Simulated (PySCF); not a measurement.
**CF₂O, SMILES `O=C(F)F`: what the electrons do**

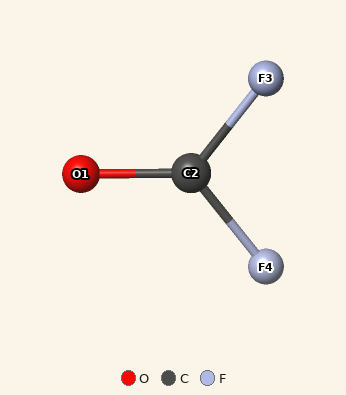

The molecule, with its atoms numbered as below. No frequency check shows the geometry to be a minimum.

Cartesian coordinates (Å):

```
O1       1.3121    0.0004    0.0000
C2       0.1533    0.0001    0.0000
F3      -0.6339   -1.0553    0.0000
F4      -0.6346    1.0549    0.0000
```

Part 1: Bonding charge

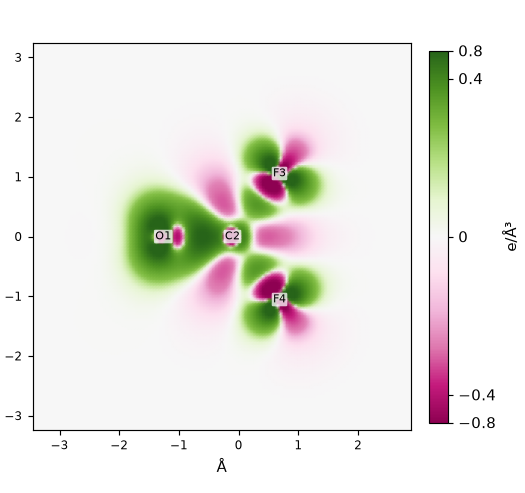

Deformation density (molecule less spherical, spin-averaged free atoms) in the molecular plane; colour scale in e/Å³, logarithmic beyond ±0.1; green: gain, pink: loss.

Computed with PySCF, BP86/aug-cc-pVDZ, geometry: GFN2-xTB.

**How much density has each bond in this plane gained at its critical point, relative to the free atoms?**

O1–C2: +0.74 e/Å³ at the bond critical point (bond length 1.16 Å). C2–F3 and C2–F4: +0.11 e/Å³ at the bond critical point (bond length 1.32 Å). In all, 0.8 electrons gather in the regions of gain relative to the promolecule. A small or negative value marks a very polar bond, one between electron-rich atoms, whose free-atom densities already overlap strongly, a long bond to a heavier atom, or a closed-shell contact such as a hydrogen bond.

Part 2: Bond critical points

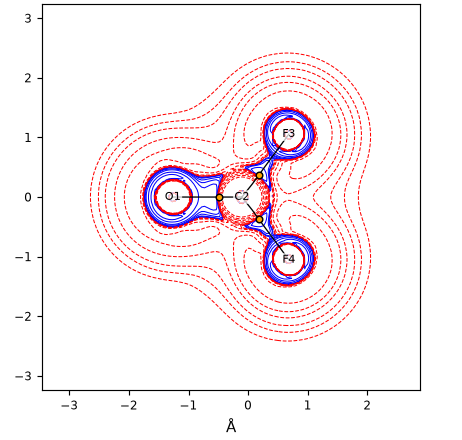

Negative Laplacian of the density (−∇²ρ) in the molecular plane (solid blue lines positive, dashed red lines negative, contours at ±0.02 to ±8 a.u.), with bond paths and bond critical points (dots).

**Sort the bonds in the plane by the sign of ∇²ρ at their critical points.**

Concentrated (∇²ρ < 0): C2–F3 and C2–F4 (−0.27 a.u.). Depleted (∇²ρ > 0): O1–C2 (+0.94 a.u., H = −0.815). A positive Laplacian with clearly negative H marks a strongly polar covalent bond, whose critical point lies close to the core of the less electronegative atom.

**Where along O1–C2 does the critical point lie?**

0.78 Å from O1 and 0.38 Å from C2.

Part 3: Local ionisation energy

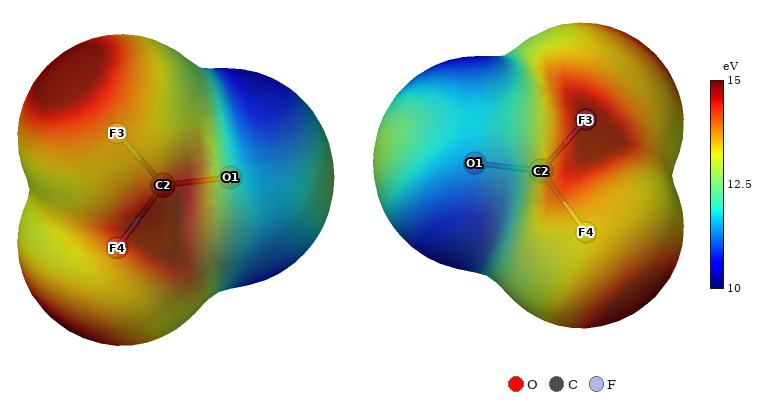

Average local ionisation energy on the surface of electron density 0.001 a.u. (back view left, front view right).

**Where are the most loosely bound electrons on this surface?**

The lowest value is 10.3 eV, 1.8 Å from O1, and at like points elsewhere. Further minima include 13.0 eV, 1.7 Å from F4. For comparison, the highest occupied orbital lies at −8.7 eV.

**What volume does the surface enclose, and what is the dipole moment?**

About 54 Å³; the dipole moment is 1.0 D.

Part 4: Excited states

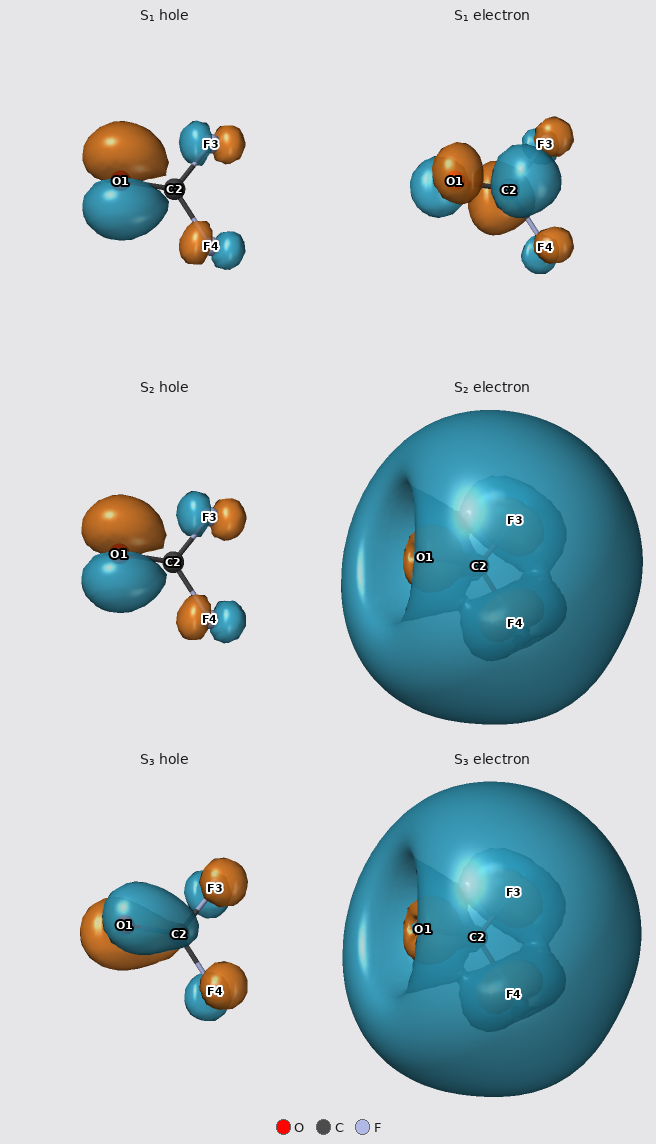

Leading natural transition orbitals (full linear response singlet states).

Level of theory: B3LYP/6-311+G** (PySCF), at a geometry from GFN2-xTB.

**Give the energy and character of each state.**

By state:
- S₁: 7.24 eV (171 nm), f = 0.000 (dark), n → π*; the leading pair carries 100 %; hole on O1 (72 %), C2 (11 %) and F3 and F4 (9 % each), electron on C2 (47 %), O1 (33 %) and F3 and F4 (10 % each); their centroids lie 0.5 Å apart.
- S₂: 8.84 eV (140 nm), f = 0.032, n → diffuse (Rydberg-like) orbital; the leading pair carries 100 %; hole on O1 (69 %), F3 and F4 (10 % each) and C2 (10 %), electron on C2 (50 %), F3 and F4 (17 % each) and O1 (15 %) (atom shares of so diffuse an orbital are rough); their centroids lie 1.0 Å apart.
- S₃: 10.00 eV (124 nm), f = 0.007, π → diffuse (Rydberg-like) orbital; the leading pair carries 100 %; hole on O1 (55 %), C2 (16 %) and F3 and F4 (15 % each), electron on C2 (50 %), F3 and F4 (18 % each) and O1 (14 %) (atom shares of so diffuse an orbital are rough); their centroids lie 0.7 Å apart.

Part 5: In an electric field

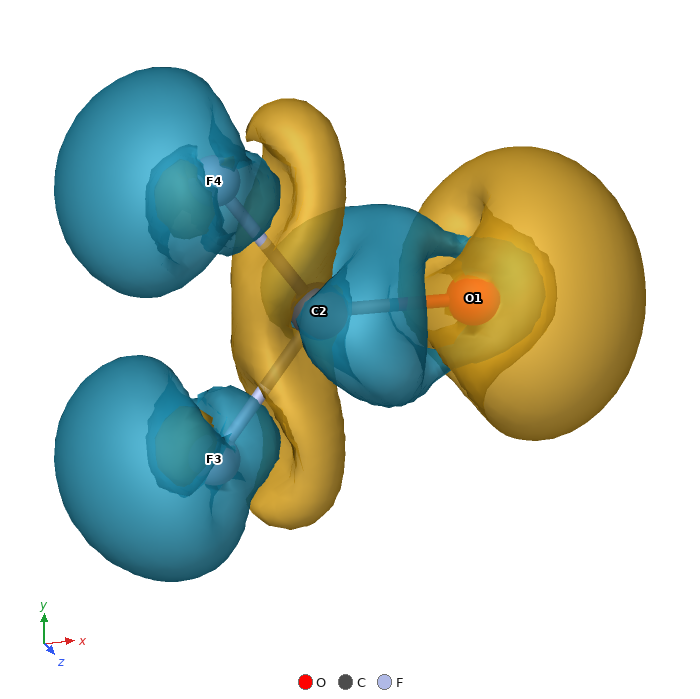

Change of the electron density in a uniform field of 0.51 V/Å, surfaces at ±0.003 e/Å³ (yellow: gain, teal: loss).

Level of theory: PBE0/def2-SVPD (PySCF), at a geometry from GFN2-xTB.

The field was applied in both directions; the picture shows the one opposite to the script's first.

**Along which Cartesian direction does the field point?**

Along −x: electrons gather on the +x side, against the field.

**What dipole is induced, and what polarisability does it imply?**

The induced dipole is 0.57 D (along the field); α along this axis, from the fields in both directions, is 22 bohr³ (3.3 Å³).

Part 6: The π system

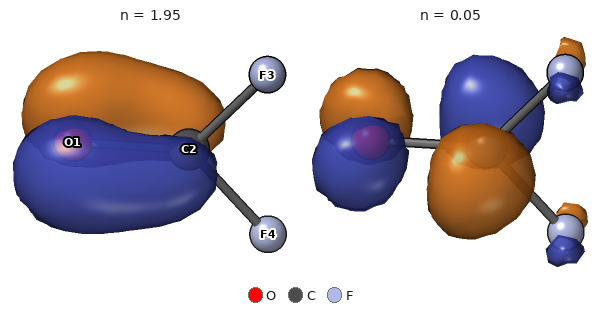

Natural orbitals of the π active space, CASSCF(2,2), singlet state, in order of falling occupation.

Level of theory: cc-pVTZ basis (PySCF), at a geometry from GFN2-xTB.

**How multiconfigurational is the state?**

The leading determinant weighs 0.97; the effective number of unpaired electrons, Σ n²(2−n)², is 0.02; the most occupied of the weakly occupied orbitals holds 0.05 e, as in an ordinary closed-shell π system. The active space lowers the energy by 0.74 eV against Hartree–Fock.

**Where does the lowest triplet lie relative to the singlet, at this geometry and within this active space?**

8.18 eV above it by strongly contracted NEVPT2 (+7.47 eV by CASSCF); a small basis tends to put such gaps a few tenths of an eV too high. This is a vertical energy for π states alone; a state that uses lone pairs or σ orbitals may lie lower.

The PySCF runs shown took 8.3 s, 79 s, 12 s and 24 s on 1 thread of Intel(R) Xeon(R) Platinum 8259CL CPU @ 2.50GHz (Skylake/Cascade Lake) (shared host).
